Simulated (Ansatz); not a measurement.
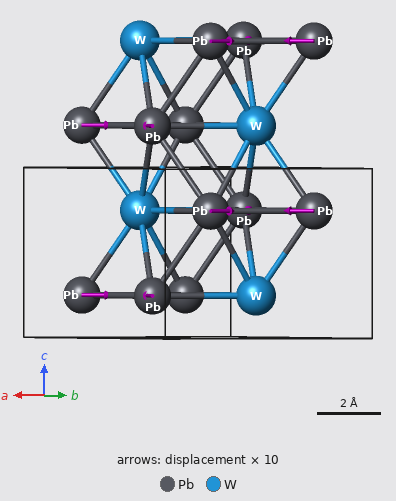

A relaxation of crystalline Pb3W (built on the Ni3Sn (D0_19)_194 type) (coarse preliminary run). The starting structure is drawn; purple arrows show the displacements (the part carried along by the change of the cell is left out), magnified 10 times.

A ball-and-stick model of the cell of the calculation, repeated 1 × 1 × 2 with one cell outlined, seen from a free direction.

Case: Ni3Sn (D0_19) type (P6_3/mmc, No. 194).

Theory: Ansatz 0.2.0, DFT PBE, scalar-relativistic, plane waves, PAW. (plane-wave cutoff 420 eV; k-point mesh 3 × 3 × 4; occupations gaussian; smearing width 0.1 eV; no spin polarisation; cell and atoms relaxed; force threshold 0.04 eV/Å; at most 70 steps)

What happened in the run?

Answer. The largest moves relative to the cell, 0.10 Å, are those of Pb atoms. W stays in place. The drawn cell changes as follows: a = b 6.817 → 6.721 Å (−1.4 %), c 5.472 → 5.272 Å (−3.6 %); the volume changes by −6.3 %. Some distances before and after: Pb–Pb 3.402 → 3.173 Å, Pb–W 3.368 → 3.210 Å, Pb–Pb 3.415 → 3.548 Å, Pb–W 3.409 → 3.362 Å. The space group stays P6_3/mmc (No. 194). After 4 accepted moves (5 points after the start) the energy has fallen by 67.2 meV per atom. The largest force component goes from 1 to 0.00026 eV/Å. Pressure: −4.11 GPa at the start and 0.10 GPa at the end. At 1 point the geometry stayed and the basis and grid were re-selected for the new cell (energy shift of 0.3 meV per atom at most each time).
